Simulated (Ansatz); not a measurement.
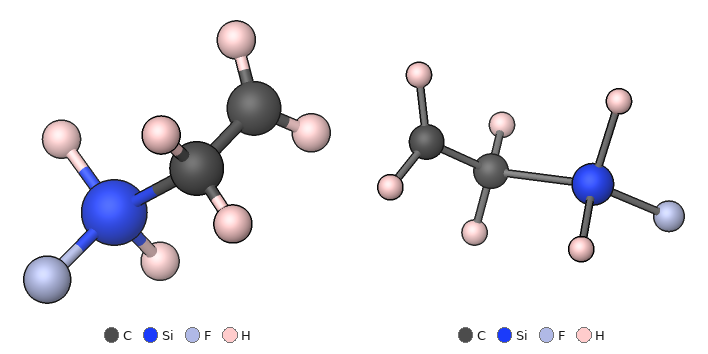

The same structure drawn twice, from different directions.

The species is neutral and a spin doublet.

Which formula does it have?

Answer. C2H6FSi, 10 atoms: 2 carbon, 6 hydrogen, 1 fluorine and 1 silicon.

Name functional groups in it.

Answer. Among them: Si–H bond.

How many sets of symmetry-equivalent atoms are there?

Answer. 7: 1 C, 1 C, 1 Si, 1 F, 2 H, 2 H, 2 H.

Give the symmetry (Schoenflies symbol).

Answer. Cs.

Does it have rings?

Answer. It has no ring.

The parts below concern this one geometry. Atoms keep their numbers from picture to picture. The computed structure is the end point of a PBE0-D4/def2-TZVP optimisation.

### Geometry

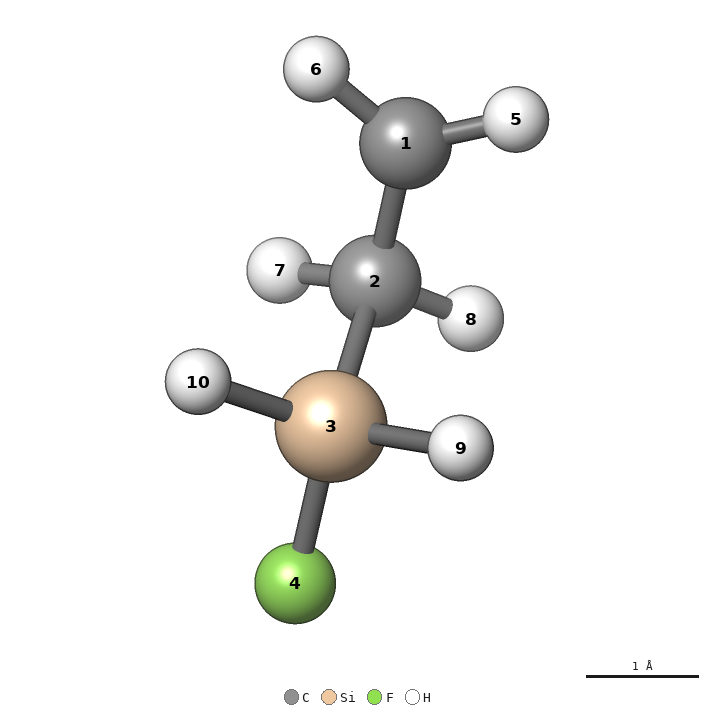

Which atoms are bonded, and how long are the bonds?

```csv
bond,length (Å),order
C1–C2,1.474,single
C1–H5,1.082,single
C1–H6,1.082,single
C2–Si3,1.878,single
C2–H7,1.094,single
C2–H8,1.094,single
Si3–F4,1.606,single
Si3–H9,1.483,single
Si3–H10,1.483,single
```

### Charges

The questions are on Mulliken charges. Properties computed with UKS ωB97M-V/def2-TZVPP (Ansatz 0.2.0).

Give the Mulliken charges atom by atom.

| atom | value (e) |
| --- | --- |
| C1 | −0.33 |
| C2 | −0.27 |
| Si3 | 0.51 |
| F4 | −0.32 |
| H5 | 0.14 |
| H6 | 0.14 |
| H7 | 0.12 |
| H8 | 0.12 |
| H9 | −0.05 |
| H10 | −0.05 |

### Thermal motion

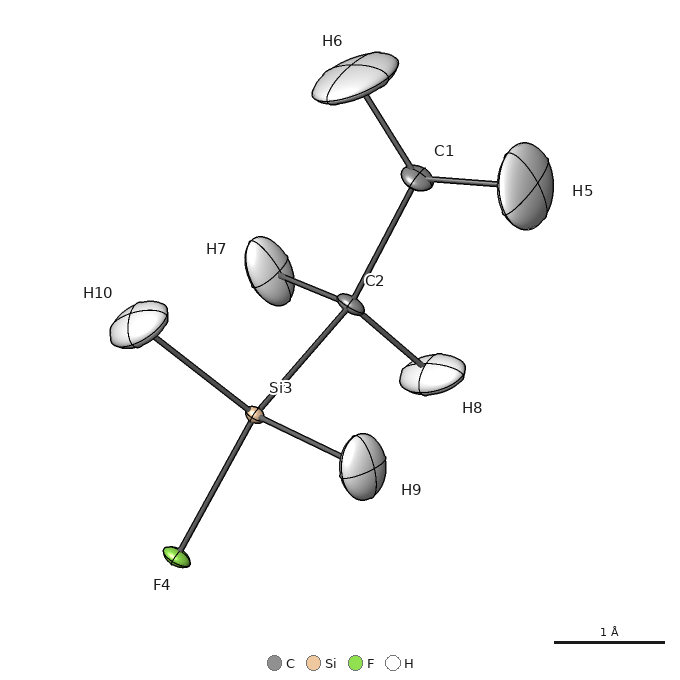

Displacement ellipsoids at the 50 % level, from the internal vibrations of the free molecule (harmonic, no overall translation or rotation; no half-axis is drawn under 0.075 Å). Vibrations computed with UKS PBE0-D4/def2-TZVP (Ansatz 0.2.0). Temperature: 298 K.

Which atom moves most?

Answer. H5, H6, with U_eq = 0.0561 Å².

Does H5 move more along its bond or across it?

Answer. Across it: the root-mean-square amplitude is 0.112 Å along the bond and up to 0.326 Å across, since bending and torsion are softer than stretching.

List U_eq and the three principal root-mean-square amplitudes for each kind of atom.

| atom | U_eq (Å²) | rms amplitudes (Å) |
| --- | --- | --- |
| C1 | 0.0068 | 0.040, 0.095, 0.100 |
| C2 | 0.0048 | 0.045, 0.065, 0.091 |
| Si3 | 0.0025 | 0.028, 0.054, 0.061 |
| F4 | 0.0046 | 0.034, 0.067, 0.090 |
| H5, H6 | 0.0561 | 0.087, 0.234, 0.326 |
| H7, H8 | 0.0278 | 0.088, 0.156, 0.227 |
| H9, H10 | 0.0265 | 0.095, 0.174, 0.200 |

### Vibrations

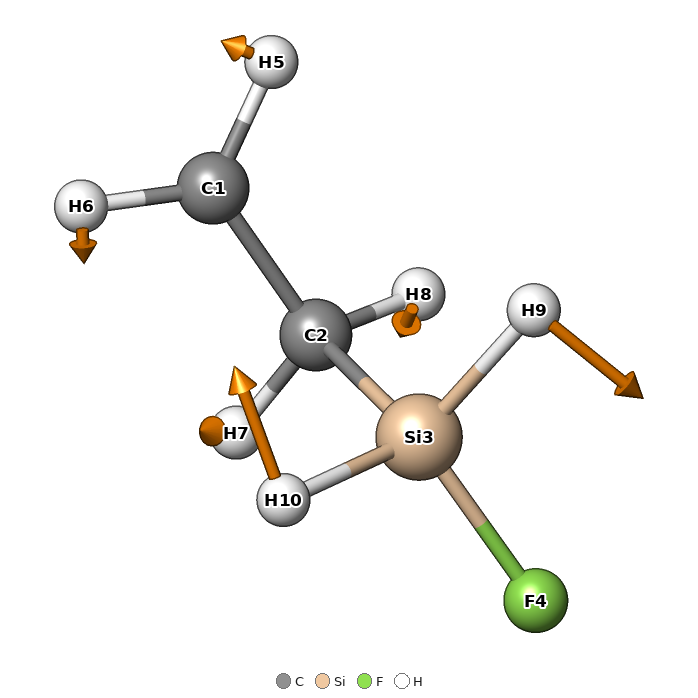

The arrows show one normal mode. Harmonic vibrations computed with UKS PBE0-D4/def2-TZVP (Ansatz 0.2.0) at a stationary point of the same level.

What kind of motion is it?

Answer. Mostly F–Si–H bending.

At what wavenumber does it lie?

Answer. 727 cm⁻¹; it is mode 8 of 24 counted from the lowest.

### Electronic properties

Level of theory: UKS ωB97M-V/def2-QZVPP (Ansatz 0.2.0).

What is the ⟨S²⟩ of the determinant?

Answer. 0.754.

What is the HOMO energy (Kohn–Sham orbital)?

Answer. −8.01 eV.

Mulliken values depend strongly on the basis set and can even reverse the polarity of a bond.
